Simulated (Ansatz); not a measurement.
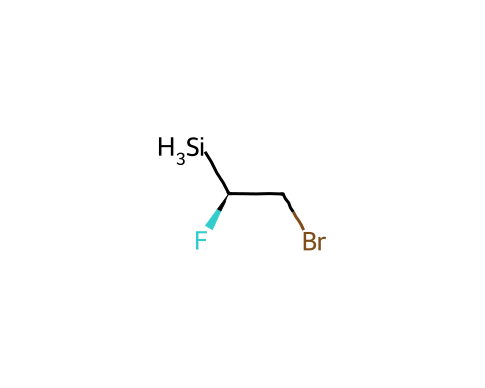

The computed structure is the end point of a PBE0-D4/def2-TZVP optimisation. No frequency run is at hand to confirm it as a minimum. Program: Ansatz 0.2.0.

At this fixed geometry, give HOMO energy (eV), dipole (D) at these levels: B3LYP-D4/def2-TZVPP; PBE-D4/def2-TZVPP; r2SCAN-D4/def2-TZVPP; ωB97M-V/def2-TZVPP.

| level | HOMO energy (eV) | dipole (D) |
| --- | --- | --- |
| B3LYP-D4/def2-TZVPP | −7.77 | 2.59 |
| PBE-D4/def2-TZVPP | −6.72 | 2.41 |
| r2SCAN-D4/def2-TZVPP | −7.03 | 2.58 |
| ωB97M-V/def2-TZVPP | −10.27 | 2.58 |
